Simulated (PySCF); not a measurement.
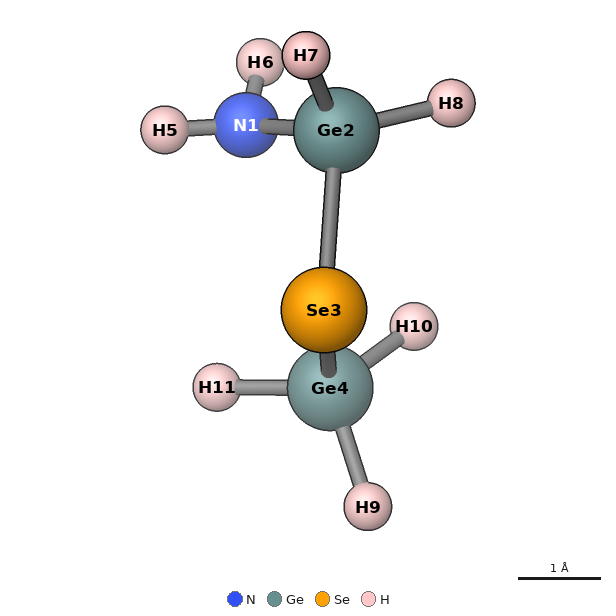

Orthographic view. Atoms fade into the background with distance from the viewer. Computed geometry: PBE0-D3(BJ)/def2-SVP optimisation. No frequency run is at hand to confirm it as a minimum.

Give the geometry as a Z-matrix, atoms in numerical order, with these reference atoms: 2 to 1; 3 to 2, 1; 4 to 3, 2, 1; 5 to 1, 2, 3; 6 to 1, 5, 2; 7 to 2, 1, 5; 8 to 2, 7, 1; 9 to 4, 3, 2; 10 to 4, 9, 3; 11 to 4, 10, 9.

```
N  
Ge   1   1.835
Se   2   2.347   1   105.7
Ge   3   2.366   2    93.3   1    42.3
H    1   1.016   2   115.5   3    69.6
H    1   1.017   5   109.7   2  -132.6
H    2   1.545   1   116.4   5   -47.7
H    2   1.540   7   110.9   1   120.5
H    4   1.541   3   104.8   2   158.7
H    4   1.537   9   110.1   3   118.1
H    4   1.536  10   111.0   9  -121.6
```
